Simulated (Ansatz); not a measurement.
# PdSeO: single-point calculation

PdSeO (slab, 3 atoms in the cell), computed with DFT, PBE, plane waves, PAW, no spin polarisation (Ansatz 0.2.0).

The geometry comes from this level: r2SCAN (a point of a series of strains). It belongs to a series of runs on one base structure; here: uniaxial_y strain +1.0%. Figures and captions count atoms from 1; the log counts them from 0 in places.

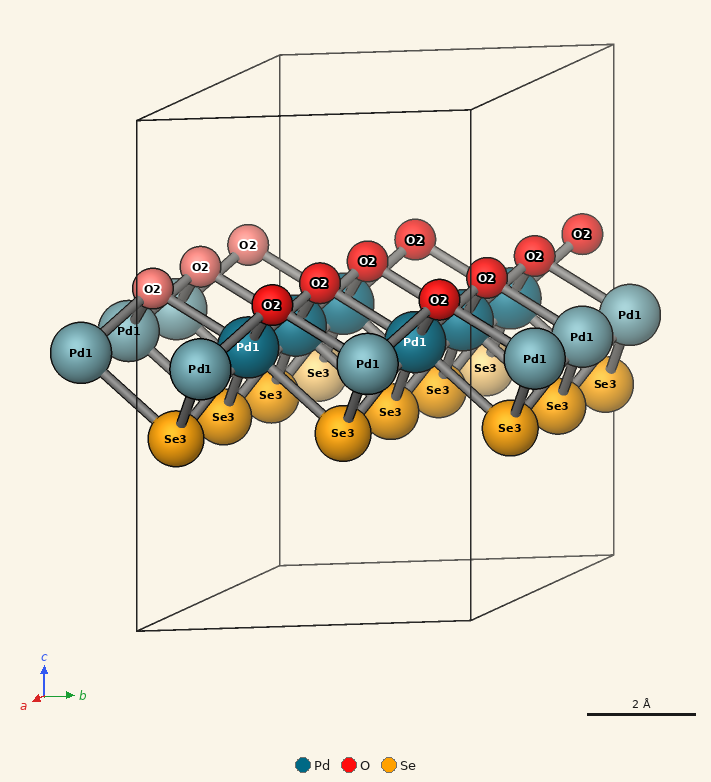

*The structure (ball-and-stick view of the 3 × 2 repeat of the cell, with the vacuum cut short, seen slightly off an axis; neighbours outside the cell are drawn fainter; atoms are numbered from 1 in the order of the input).*

Near neighbours in the crystal (not all of them lie inside the picture): Pd has 3 O at 2.11 Å and 3 Se at 2.40 Å; O has 3 Pd at 2.11 Å; Se has 3 Pd at 2.40 Å.

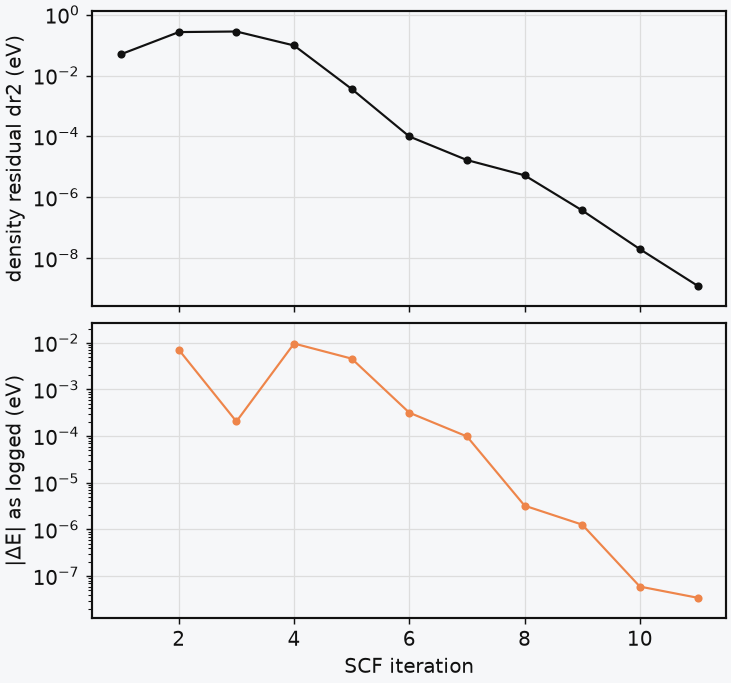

*Convergence of the self-consistent field: density residual dr2 and size of the energy change against the SCF iteration.*

The residual comes down, with one marked jump up, by a factor of about 5, at step 2.

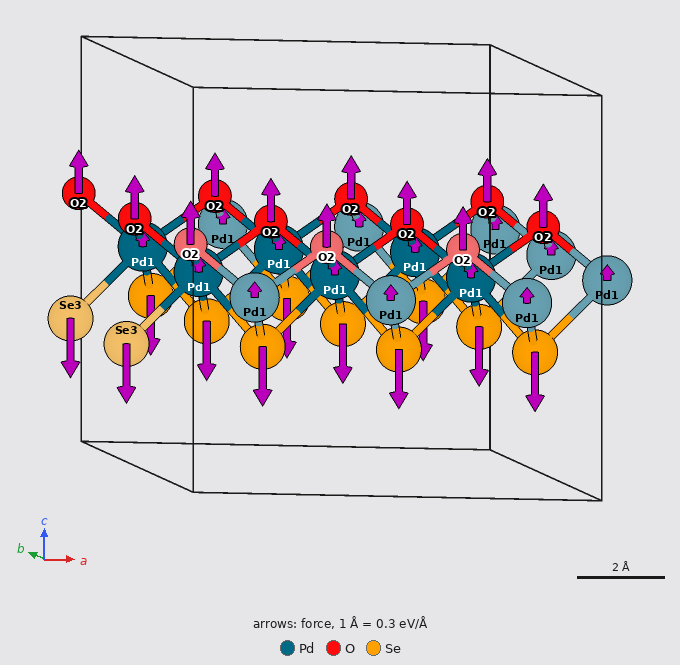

*Forces on the atoms as pink arrows (ball-and-stick view of the 3 × 2 repeat of the cell, with the vacuum cut short, seen slightly off an axis; neighbours outside the cell are drawn fainter; atoms are numbered from 1 in the order of the input).*

The largest act on Se3 (0.43 eV/Å); O2 (0.31 eV/Å). The geometry is not a stationary point of this energy.

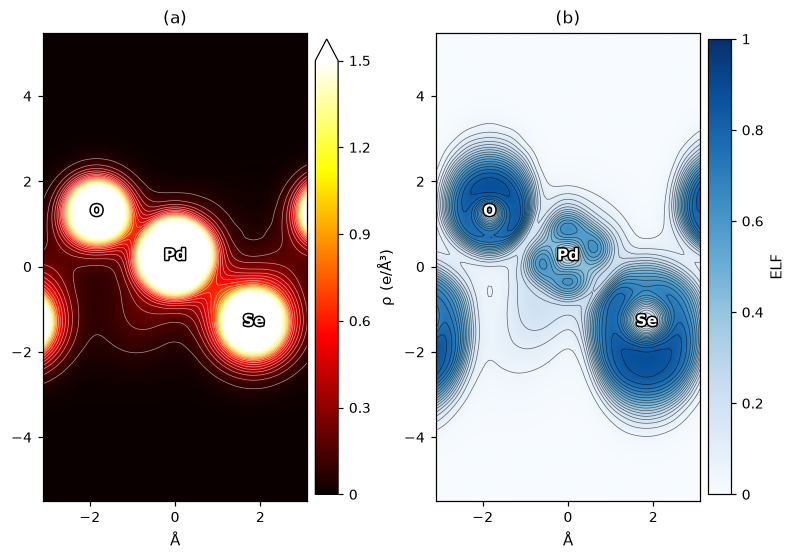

*(a) valence pseudo-density; (b) ELF on the (110) plane of the calculation cell, a cut from vacuum to vacuum.*

Pd–O (2.11 Å): ρ is about 0.65 e/Å³ halfway; the ELF is about 0.20 at the midpoint. Pd–Se (2.40 Å): ρ is about 0.62 e/Å³ halfway; the ELF is about 0.45 at the midpoint. The density dies away to nearly zero in the vacuum. The strong features right at Pd lie inside the PAW spheres (semicore, d or f shells) and say nothing about bonding. Core electrons are frozen (PAW), so the fields are smoothed inside the atomic spheres.

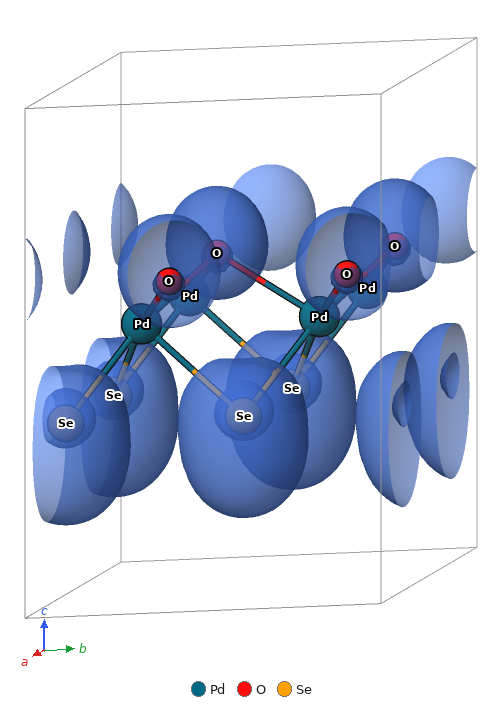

*Isosurface of the electron localisation function at 0.6 (blue), seen slightly off an axis. Only the valence region is drawn (cores and ρ < 0.01 e/Å³ removed). Sticks mark near contacts.*

Counts are for one cell; the picture repeats the cell along the surface.  Values along the shortest contacts: Pd–O (2.11 Å): the ELF is about 0.20 at the midpoint. Pd–Se (2.40 Å): the ELF is about 0.45 at the midpoint.

These pictures come from the run below.

Input file
```yaml
crystal:
  lattice:
    - [3.1712613312, 0.0, 0.0]
    - [-1.5856306656, 2.7738568036, 0.0]
    - [0.0, 0.0, 29.7664869208]
  atoms:
    - { symbol: Pd, position: [0.2224597933, 0.4449195865, 0.3080534894] }
    - { symbol: O, position: [0.8901064136, 0.7802128272, 0.3428231101] }
    - { symbol: Se, position: [0.5541004598, 0.1082009195, 0.256183749] }
  periodic: [true, true, false]
kpoints:
  mp_grid: { grid: [12, 12, 1] }
  band_path:
    path:
      - [0.0, 0.0, 0.0]
      - [0.5, 0.0, 0.0]
      - [0.3333333333, 0.3333333333, 0.0]
      - [0.2, 0.0, 0.0]
      - [0.260417, -0.130208, 0.0]
    npoints: 1
hamiltonian:
  xc: pbe
scf:
  occupations: { method: fermi_dirac, width: 0.02 }
  n_extra_bands: 4
output:
  forces: true
  stress: true
  eigenvalues: true
  write_density: true
  write_potential: true
  elf: true
  volumetric_format: npy
```

Launch command:
```bash
ansatz run input.yaml --threads 4 --pin off --max-ram 5529MiB --backend cpu --events-out ev --progress --plain --runs-dir out
```

Log
```
scf.n_extra_bands = 4 over 20 filled bands (N_el = 40.0): the run solves 24 bands
Engine: ansatz 0.2.0, x86_64-unknown-linux-gnu
Pseudopotentials: kind: paw
Pseudopotential: Pd, paw, valence charge 18, recommended cutoff 420 eV (normal), Pd.paw.azcp
Pseudopotential: O, paw, valence charge 6, recommended cutoff 420 eV (normal), O.paw.azcp
Pseudopotential: Se, paw, valence charge 16, recommended cutoff 420 eV (normal), Se.paw.azcp
Functional definition: PBE
  parameter kappa = 0.804
  parameter beta = 0.06672455060314922
  exchange = pbe_x(kappa = kappa, mu = beta*pi^2/3)
  correlation = pbe_c(beta = beta)
Crystal: 3 atoms, lattice volume = 261.845 Å³
Basis set: ecut = 420 eV, 5151 PW (Γ), exchange–correlation on 48×48×400 points (8 copies of the dense FFT grid, shifted against one another)
Bands: 24, of which v1, the nominal top of the filled ones, is band 20 counted from 1 (19 counted from 0)
Symmetry: 2 space group operations
Space group: Cm (ITA 8), of the structure as read, at distance tolerance 6.4e-5 Å
k-points: 43 of 144 (time reversal used)
Non-local potential: Pd, projectors of the file, l = 0: 2, l = 1: 2, l = 2: 2, l = 3: 1
Non-local potential: O, projectors of the file, l = 0: 2, l = 1: 2, l = 2: 1
Non-local potential: Se, projectors of the file, l = 0: 2, l = 1: 2, l = 2: 3, l = 3: 1
PAW form: soft (Blöchl's): semilocal exchange-correlation on the pseudo side does not see the compensation charge
PAW one-centre angular grid: Pd, 590 points (default); XC on 64 Gauss nodes
PAW one-centre angular grid: O, 110 points (default); XC on 64 Gauss nodes
PAW one-centre angular grid: Se, 590 points (default); XC on 64 Gauss nodes
Initial density: superposition of atomic densities (neutral atoms: chi_scale 0, normalization atom), corrected by the library's trained network
Initial wavefunctions: pseudopotential atomic-orbital guess
Functional: x = pbe(κ = 0.804, μ = 0.2195149727645171), c = pbe(β = 0.06672455060314922)
SCF iter   1: F=—  HF=-13007.022463 eV  |F-HF|=—  |Δ(HF+E_count)|=         —  Δρ=4.85e-3  dr2=5.03e-2  ethr=1.77e-3  ⟨swp⟩=17.2  Hψ=8918  notcnv=0
preconditioner: auto → Resta (q_TF=auto, 1.995 Å⁻¹)  ε∞=2.3  [insulator: Δε(μ)=0.275 eV  Ē_g=9.593 eV  σ=0.020 eV  W_gap=1.00  n_scr=18 (ndim 8)  ℏωp=10.8 eV  f_vac=0.801  D(μ)=0.01/eV (n_scr^D=0)  ε∞_Penn≈2.3  vacuum switching on, ρ_ref=6.7e-3 e/Å³]
SCF iter   2: F=—  HF=-13007.029575 eV  |F-HF|=—  |Δ(HF+E_count)|=   7.11e-3  Δρ=5.02e-3  dr2=2.67e-1  ethr=1.26e-4  ⟨swp⟩=4.6  Hψ=2654  notcnv=0
SCF iter   3: F=—  HF=-13007.029781 eV  |F-HF|=—  |Δ(HF+E_count)|=   2.06e-4  Δρ=5.03e-3  dr2=2.79e-1  ethr=1.26e-4  ⟨swp⟩=4.0  Hψ=1956  notcnv=0
SCF iter   4: F=—  HF=-13007.020128 eV  |F-HF|=—  |Δ(HF+E_count)|=   9.65e-3  Δρ=2.78e-3  dr2=9.70e-2  ethr=1.26e-4  ⟨swp⟩=2.1  Hψ=1613  notcnv=0
SCF iter   5: F=—  HF=-13007.015545 eV  |F-HF|=—  |Δ(HF+E_count)|=   4.58e-3  Δρ=5.91e-4  dr2=3.62e-3  ethr=1.26e-4  ⟨swp⟩=3.3  Hψ=1459  notcnv=0
SCF iter   6: F=—  HF=-13007.015863 eV  |F-HF|=—  |Δ(HF+E_count)|=   3.18e-4  Δρ=1.52e-4  dr2=9.98e-5  ethr=9.06e-6  ⟨swp⟩=3.8  Hψ=1896  notcnv=0
SCF iter   7: F=—  HF=-13007.015765 eV  |F-HF|=—  |Δ(HF+E_count)|=   9.85e-5  Δρ=7.81e-5  dr2=1.68e-5  ethr=2.50e-7  ⟨swp⟩=3.5  Hψ=2380  notcnv=0
SCF iter   8: F=—  HF=-13007.015762 eV  |F-HF|=—  |Δ(HF+E_count)|=   3.24e-6  Δρ=3.73e-5  dr2=5.30e-6  ethr=4.20e-8  ⟨swp⟩=3.0  Hψ=2120  notcnv=0
SCF iter   9: F=—  HF=-13007.015760 eV  |F-HF|=—  |Δ(HF+E_count)|=   1.27e-6  Δρ=1.29e-5  dr2=3.72e-7  ethr=1.33e-8  ⟨swp⟩=2.6  Hψ=1903  notcnv=0
iter 10 met the thresholds in force, and the SCF goes on: an eigenvalue changes by 14.63 meV, over its tolerance of 10.00 meV (output.eigenvalues, Limitations)
SCF iter  10: F=-13007.015760 eV  HF=-13007.015760 eV  |F-HF|=1.83e-8  |Δ(HF+E_count)|=   5.98e-8  Δρ=2.00e-6  dr2=2.00e-8  ethr=2.50e-10  ⟨swp⟩=19.7  Hψ=10995  notcnv=0
SCF iter  11: F=-13007.015760 eV  HF=-13007.015760 eV  |F-HF|=1.82e-12  |Δ(HF+E_count)|=   3.45e-8  Δρ=6.36e-7  dr2=1.26e-9  ethr=5.01e-11  ⟨swp⟩=12.4  Hψ=8596  notcnv=0
SCF 1 converged in 11 iterations: F = -13007.015760 eV  dr2 = 1.26e-9
  greatest PAW one-centre occupation: 1.000 electrons in one spin orbital (limit 2), on the Se atom at site 2 (counted from 0), in its partial waves of l = 2
NSCF: frozen V_eff on 5 k-points
SCF converged after 11 iterations
an eigenvalue changed by more than its tolerance at an iteration that met the thresholds in force, so the SCF went on 1 time: the last check found none over its tolerance
Free energy (F): -13007.015760 eV
Harris-Foulkes:  -13007.015760 eV  (|F-HF|=1.82e-12)
Internal energy: -13007.015717 eV  (E = F + TS)
E sigma→0 (E₀):  -13007.015739 eV
Entropy (-TS):   -0.000043 eV (-0.014 meV/atom)
Fermi energy:    -6.181277 eV
--- Per-component energies (eV) ---
  E_band       = -1328.865727
  E_kinetic    = 803.302527
  E_local      = -107114.569967  (includes V_loc(G=0)·N_el)
  E_nonlocal   = -330.551215
  E_hartree    = 52929.598573
  E_xc         = -346.106724
  E_vxc        = -403.222387  (∫ρ·V_xc dr)
  E_paw        = -5817.469068  (= ΣΔE_a)
  E_vpaw       = -143.022455  (= ΣTr[D̂ρ^β])
  E_aug_tail   = 0.001887  (compensation charges beyond the density's cutoff)
  E_ewald      = 46868.778270
  E_smearing   = -0.000043  (= −TS)
  E_closure    = -0.000000  (closes the sum)
  Σ components = -13007.015760   (vs F -13007.015760, Δ=0.00e0)
--- Forces (eV/Å), atoms counted from 1 ---
  atom   1  Pd     0.00000000     0.00066447     0.11507906
  atom   2  O      0.00000000     0.00283090     0.31128450
  atom   3  Se     0.00000000    -0.00349571    -0.42633779
  max |Σ_I F_I| component: 2.58e-5 eV/Å
--- 2D stress c σ (N/m, compression-positive) ---
        6.612614       0.000000       0.000000
        0.000000       6.232177       0.000000
        0.000000       0.000000       0.000000
  P = ½ c Tr σ = 6.4224 N/m
--- Band table (eV; the first three rows and the last of 43) ---
  k-point 0: bands = ["-91.6077", "-57.3333", "-57.2791", "-57.2703", "-54.3526", "-54.3522", "-54.3209", "-54.3206", "-54.3115", "-23.7099", "-20.9219", "-12.1336", "-11.6893", "-11.6399", "-9.3982", "-9.3498", "-9.1211", "-6.8701", "-6.5156", "-6.4532", "-3.4445 (-3.4445°)", "-3.4070 (-3.4070°)", "-2.1964", "-1.1036"]
  k-point 1: bands = ["-91.6074", "-57.3328", "-57.2834", "-57.2713", "-54.3525", "-54.3519", "-54.3209", "-54.3206", "-54.3113", "-23.6765", "-20.8547", "-12.1553", "-11.6099", "-11.5850", "-9.5187", "-9.4111", "-9.0319", "-7.1438", "-6.4294", "-6.4290", "-3.9702", "-3.5222", "-2.0358", "-0.9518"]
  k-point 2: bands = ["-91.6066", "-57.3317", "-57.2950", "-57.2743", "-54.3524", "-54.3509", "-54.3209", "-54.3204", "-54.3106", "-23.5896", "-20.6525", "-12.1804", "-11.4465", "-11.3912", "-9.9236", "-9.5292", "-8.9080", "-7.5185", "-6.4299", "-6.3801", "-4.9624", "-3.7749", "-1.6004", "-0.5196"]
  k-point 42: bands = ["-91.6030", "-57.3268", "-57.3256", "-57.3066", "-54.3508", "-54.3479", "-54.3207", "-54.3204", "-54.3077", "-23.2954", "-19.3699", "-12.4128", "-11.3630", "-11.1322", "-10.7349", "-9.9521", "-8.6686", "-8.1256", "-7.9873", "-6.7925", "-5.7749", "-4.3252", "0.6185", "1.8402"]
  ° read free of the cell's end (the report's vacuum.weakly_bound_levels)
```

Results in brief

| quantity | value |
| --- | --- |
| outcome | converged |
| electrons treated | 40 |
| free energy | −13007.0158 eV |
| Fermi energy | −6.181 eV |
| band gap | 0.22 eV |
| largest force (length of the vector) | 0.426 eV/Å |
| hardware | 4 threads of AMD EPYC (Zen 5), 32 GiB of memory available, shared host |
| wall time | 3.7 s (CPU time 14 s) |
| peak memory | 0.71 GiB |
